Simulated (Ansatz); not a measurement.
**Lutetium, diamond: r²SCAN0 at the r²SCAN geometry**

Aim: see what exact exchange does to the levels, and what it costs. Spin polarisation is left out. The cell comes from an earlier r²SCAN relaxation. Exact exchange is dear, so the k-mesh is coarse, and r²SCAN is run on the same mesh for comparison.

Method: DFT, plane waves (500 eV) with PBE-made PAW files, scalar-relativistic; functionals as named at each step, in Ansatz 0.2.0.

## 1. Starting point

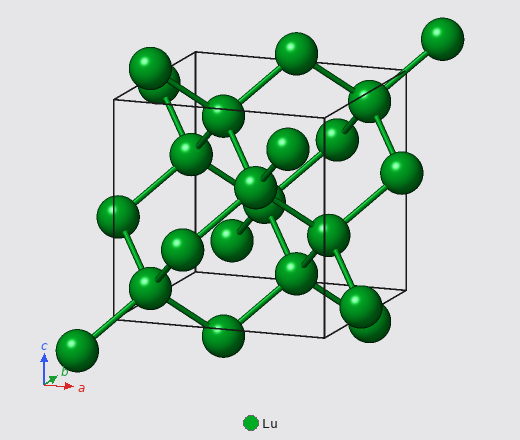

Start, viewed slightly off an axis; lutetium green. The conventional cell is drawn; the run uses a primitive one. Any atoms on the faces are drawn again on the opposite ones, and bonded neighbours outside are added.

As a file:

```xyz
2
Lattice="0.0000 3.6827 3.6827 3.6827 0.0000 3.6827 3.6827 3.6827 0.0000" Properties=species:S:1:pos:R:3 pbc="T T T"
Lu    0.9207    0.9207    0.9207
Lu    6.4447    6.4447    6.4447
```

## 2. r²SCAN on the coarse mesh

The run with r²SCAN.

input.yaml reads:

```yaml
crystal:
  lattice:
    - [0.0, 3.6826821473, 3.6826821473]
    - [3.6826821473, 0.0, 3.6826821473]
    - [3.6826821473, 3.6826821473, 0.0]
  atoms:
    - { symbol: Lu, position: [0.125, 0.125, 0.125] }
    - { symbol: Lu, position: [0.875, 0.875, 0.875] }
hamiltonian:
  xc: r2scan
  pseudopotentials:
    kind: paw
    azcp:
      Lu: "pseudopotentials/Lu.paw.azcp"
basis:
  ecutwfc: 500
  fft_grid_basis: typed
kpoints:
  mp_grid: { grid: [4, 4, 4], shift: [0, 0, 0] }
magnetization:
  spin_polarized: false
scf:
  occupations: { method: fermi_dirac, width: 0.1 }
```

Command:

```
> ansatz run input.yaml --threads 4 --pin off --max-ram 8192MiB --backend cpu --events-out ev --progress --plain --runs-dir out
```

Log, shortened:

```text
Warning: RAYON_NUM_THREADS=4 ignored (pool sized by the plan → 4); use --threads N
band count auto-derived: 31, from the close of a first SCF at 30 (N_el = 50.0; filled up to band 25; 30 by the electrons, moments and atoms)
[...]
Pseudopotentials: kind: paw
Pseudopotential: Lu, paw, valence charge 25, recommended cutoff 500 eV (meta_gga), <dir>
Functional definition: r2SCAN
[...]
Crystal: 2 atoms, lattice volume = 99.890 Å³
Basis set: ecut = 500 eV, 2637 PW (Γ), exchange–correlation on 160×160×160 points (64 copies of the dense FFT grid, shifted against one another)
Bands: 30, of which v1, the nominal top of the filled ones, is band 25 counted from 1 (24 counted from 0)
Symmetry: 48 space group operations
Space group: Fd-3m (ITA 227), of the structure as read, at distance tolerance 4.6e-5 Å
k-points: 8 of 64
[...]
SCF iter   1: F=—  HF=-29483.030434 eV  |F-HF|=—  |Δ(HF+E_count)|=         —  Δρ=8.39e-3  dr2=5.78e-2  dr2_τ=9.72e-3  ethr=1.77e-3  ⟨swp⟩=5.9  Hψ=885  notcnv=0
[...]
SCF 1, on 30 bands, converged in 8 iterations: F = -29482.989969 eV; the run's SCF on all bands comes behind
The result of the SCF on 30 bands, without forces or a stress, told ahead of the SCF on all bands, whose result is the run's:
SCF converged after 8 iterations
Free energy (F): -29482.989969 eV
[...]
E sigma→0 (E₀):  -29482.913284 eV
Entropy (-TS):   -0.153368 eV (-76.684 meV/atom)
Fermi energy:    6.732955 eV
[...]
--- Band table (eV; the first three rows and the last of 8) ---
[...]
SCF iter   2: F=-29482.989969 eV  HF=-29482.989969 eV  |F-HF|=6.04e-10  |Δ(HF+E_count)|=   4.61e-8  Δρ=6.00e-7  dr2=2.98e-10  dr2_τ=5.51e-11  ethr=1.58e-12  ⟨swp⟩=7.0  Hψ=1131  notcnv=0
[...]
SCF converged after 10 iterations (8 of them on 30 bands)
Free energy (F): -29482.989969 eV
[...]
E sigma→0 (E₀):  -29482.913285 eV
Entropy (-TS):   -0.153367 eV (-76.684 meV/atom)
Fermi energy:    6.732951 eV
[...]
--- Band table (eV; the first three rows and the last of 8) ---
[...]
```

Wall time 3.9 s (4 threads of AMD EPYC 7R43 (Zen 3), shared host); peak memory 0.63 GiB.

## 3. r²SCAN0 on the coarse mesh

The run with r²SCAN0.

Edit input.yaml of step 2 so:

```diff
@@ -9,3 +9,3 @@
 hamiltonian:
-  xc: r2scan
+  xc: r2scan0
   pseudopotentials:
```

Command:

```
> ansatz run input.yaml --threads 4 --pin off --max-ram 8192MiB --backend cpu --events-out ev --progress --plain --runs-dir out
```

Log, shortened:

```text
Warning: RAYON_NUM_THREADS=4 ignored (pool sized by the plan → 4); use --threads N
band count auto-derived: 31 (N_el = 50.0; filled up to band 25; 30 by the electrons, moments and atoms)
[...]
[... 2 set-up lines as earlier in the session ...]
Functional definition: r2SCAN0
[...]
Crystal: 2 atoms, lattice volume = 99.890 Å³
Basis set: ecut = 500 eV, 2637 PW (Γ), exchange–correlation on 160×160×160 points (64 copies of the dense FFT grid, shifted against one another)
Bands: 31, of which v1, the nominal top of the filled ones, is band 25 counted from 1 (24 counted from 0)
[... 2 set-up lines as earlier in the session ...]
k-points: 8 of 64
[...]
Frozen-core exchange: fock
[...]
SCF iter   4: F=-29473.232836 eV  HF=-29473.232836 eV  |F-HF|=3.19e-9  |Δ(HF+E_count)|=   8.60e-8  Δρ=3.50e-6  dr2=1.26e-8  dr2_τ=2.01e-9  ethr=3.63e-10  ⟨swp⟩=4.1  Hψ=649  notcnv=0
[...]
hybrid outer 2: dexx = +1.025e-5 eV, tail = 5.26e-7 eV, Δε = 1.16e-2 eV (about 7.35e-4 eV left of the loop's levels)
hybrid SCF converged: 2 outer / 9 inner (+12 warm-up), last move |dexx| = 1.03e-5 eV, tail = 5.26e-7 eV
Stability not checked: this state was not tested for a lower state beside it, because the functional holds exact exchange (a hybrid, or Hartree-Fock), whose exchange loop this test does not read (fock_operator; see scf.lower_state_search)
Free energy (F): -29473.232836 eV
Frozen-core exchange: fock
[...]
E sigma→0 (E₀):  -29473.206050 eV
Entropy (-TS):   -0.053573 eV (-26.787 meV/atom)
Fermi energy:    6.668449 eV
[...]
--- Band table (eV; the first three rows and the last of 8) ---
[...]
  guard bands above this table: 3 of the run's 31 bands. The solve was not asked for them (output.publish_guard_bands: true or output.eigenvalues: true publishes all)
```

It took 17 s on 4 threads of AMD EPYC 7R43 (Zen 3), shared host; peak memory 1.9 GiB.

## 4. Side by side

```tsv
functional	gap on the mesh	Fermi energy (eV)	SCF cycles	exchange loops	CPU time
r²SCAN	none (levels filled in part)	6.733	10	-	12 s
r²SCAN0	none (levels filled in part)	6.668	21	2	54 s
```

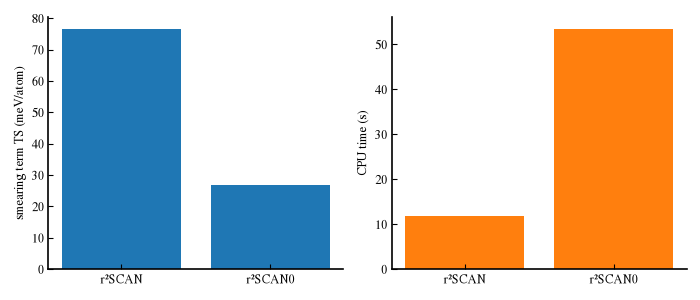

Smearing term and CPU time by functional.

## 5. What came out

| quantity | value |
| --- | --- |
| r²SCAN: gap | none (levels filled in part) |
| r²SCAN0: gap | none (levels filled in part) |
| r²SCAN0: SCF cycles, exchange loops | 21, 2 |
| r²SCAN0: CPU time over that of r²SCAN | 4.5 |
| r²SCAN0: relative to hcp | +2315 meV/atom |

What this shows: Both r²SCAN and r²SCAN0 leave levels filled in part. r²SCAN0 cost 4.5 times the CPU time of r²SCAN. The exchange operator of r²SCAN0 was renewed in 2 outer loops. The dense-mesh value adds -8.9 meV/atom, the change that r²SCAN shows between the coarse mesh and its own dense run (not shown). Under r²SCAN0 it lies 2315 meV/atom above hcp (computed apart in the same way); on such meshes a few tens of meV are uncertain for metals. Absolute energies differ from functional to functional, by eV per atom at times, and say nothing by themselves.
